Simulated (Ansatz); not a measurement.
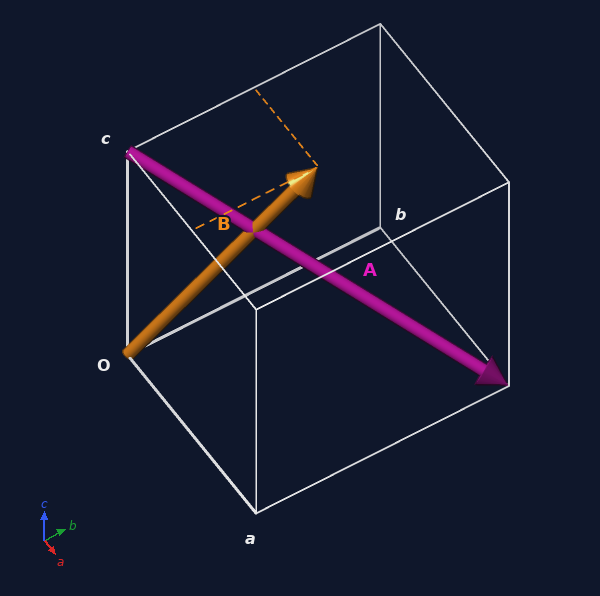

Each arrow starts at a corner of the unit cell and ends on its surface; where a tip isn't a corner, dashed lines run from it parallel to the axes. Crystal: ZrPb2, the end point of a relaxation at fixed volume with Ansatz, DFT PBEsol, scalar-relativistic, plane waves, PAW; the starting structure was generated, so it need not be a known form of this composition. Geometry calculated from the standardised cell; symmetry tolerance 0.002 Å.

a = 5.267 Å, b = 5.267 Å, c = 3.064 Å, α = 90.00°, β = 90.00°, γ = 120.00°.

Q: Index the directions.

A: Arrow A runs from (0, 0, 1) to (1, 1, 0), so [1 1 −1], in four indices [1 1 −2 −3]; Arrow B runs from (0, 0, 0) to (1/2, 1/2, 1), so [1 1 2], in four indices [1 1 −2 6].

Q: How long is the vector ua + vb + wc in each case, and what angles do the directions make?

A: A 6.093 Å; B 8.081 Å. A–B: 79.5°.
